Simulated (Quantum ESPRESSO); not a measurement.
# Energy and gap at +3 % biaxial strain: 2H-ZrBr2, 1 layer

**Set-up.** Quantum ESPRESSO 7.5 driven by ASE, PBE, GBRV ultrasoft, ESM (bc1); atomic heights clamped; cell area 10.992 Å² at zero strain.

```
strain (%)  energy (meV a cell)  gap on the mesh (eV)
        −3                74.30                 0.825
      −1.5                18.04                 0.868
         0                 0.00                 0.905
      +1.5                15.70                 0.919
```

To predict: What are energy and gap at +3 %, and how stiff is the sheet?

By hand: About zero, E'' = (18.04 + 15.70 − 2 × 0.00)/1.5² = 15.00 meV per %² and E' = (15.70 − 18.04)/3 = −0.78 meV per %. With E = A K ε², where K = (C11 + C22)/2 + C12 (C11 + C12 for a hexagonal sheet), K = 15.00 × 10/(2 × 10.992) × 16.02 = 109 N/m. The parabola gives E(+3 %) = 0.00 + 3 × (−0.78) + 4.5 × 15.00 = 65.1 meV. Continuing the last slope, the gap is 2 × 0.919 − 0.905 = 0.933 eV.

What the calculation gave: E = 61.2 meV and the gap 0.930 eV. The parabola misses by +4.0 meV, too high, since bonds soften under tension. The gap's line misses by +0.003 eV.

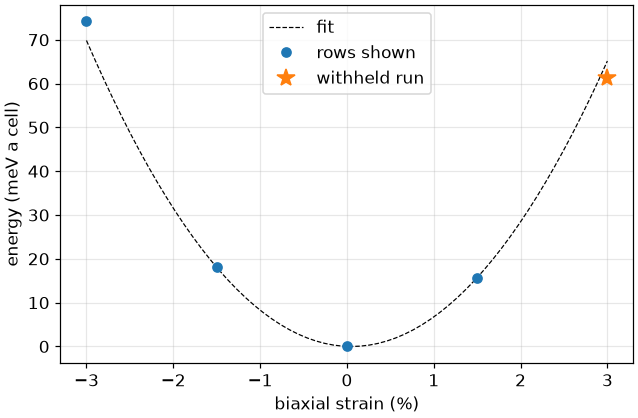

The rows shown, the fit and the withheld run.

Caveats: Clamped heights stiffen sheets with several planes. Semilocal gap, no spin-orbit coupling.

[Logs are printed without paths, hosts, clocks, repeated set-up lines and the standing remarks that a program may print on its own settings, such as how far it seeks lower states.]
